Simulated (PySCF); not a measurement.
SMILES CCCC[SeH] (C4H10Se), GFN2-xTB optimised geometry. Atoms within 1.6 Å of the plane z = 1.0 Å (x, y, z in Å): C1 (2.00, -1.31, 0.00), C2 (0.48, -1.31, 0.00), C3 (-0.09, 0.11, 0.00), C4 (-1.60, 0.09, -0.01), Se5 (-2.38, 1.91, -0.06), H6 (2.38, -0.80, 0.88), H8 (2.38, -2.33, 0.01), H10 (0.11, -1.85, 0.88), H12 (0.27, 0.64, 0.89), H14 (-2.01, -0.41, 0.87), H15 (-1.80, 2.33, 1.19).

Method: CAM-B3LYP/def2-TZVP (PySCF).

Map of the HOMO amplitude (bohr^(-3/2)) on the plane z = 1.0 Å; orbital energy -7.73 eV, overall sign arbitrary:

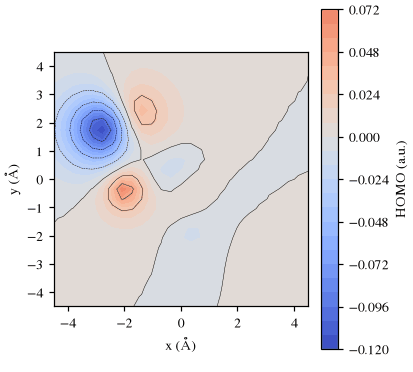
*HOMO amplitude (bohr^(-3/2)) on the plane z = 1.0 Å.*
